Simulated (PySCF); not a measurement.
C8H11NSSi, SMILES C[Si](C)(C)c1ccc(C#N)s1 at its GFN2-xTB optimised geometry (Å):

```
22

C     -1.0881    -3.4953     0.0792
Si    -2.1028    -1.8881    -0.0037
C     -3.1187    -1.7934    -1.6132
C     -3.2340    -1.6999     1.5178
C     -0.8975    -0.4280     0.0000
C      0.4710    -0.4280     0.0000
C      1.0451     0.8514     0.0000
C      0.0990     1.8470     0.0002
C      0.3137     3.2247     0.0017
N      0.4929     4.3593     0.0029
S     -1.5086     1.1876     0.0002
H     -0.4232    -3.5933    -0.7730
H     -1.7443    -4.3593     0.0815
H     -0.4838    -3.5418     0.9795
H     -3.8432    -2.6000    -1.6672
H     -3.6641    -0.8563    -1.6774
H     -2.4830    -1.8637    -2.4911
H     -3.7550    -0.7469     1.5012
H     -2.6688    -1.7485     2.4441
H     -3.9838    -2.4843     1.5493
H      1.0495    -1.3341    -0.0001
H      2.1028     1.0483     0.0002
```

Method: B3LYP/def2-SVP (PySCF 2.14.0). Cells within 0.4 Å of a nucleus heavier than hydrogen are left out (blank, or x).

Map of the HOMO−1 amplitude (bohr^(-3/2)) on the plane z = 1.2 Å; orbital energy -7.55 eV, overall sign arbitrary:

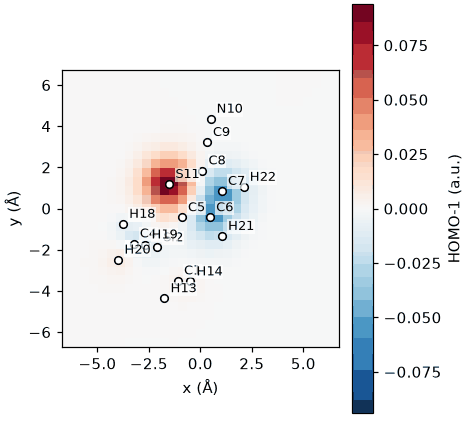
HOMO−1 amplitude (bohr^(-3/2)) on the plane z = 1.2 Å.
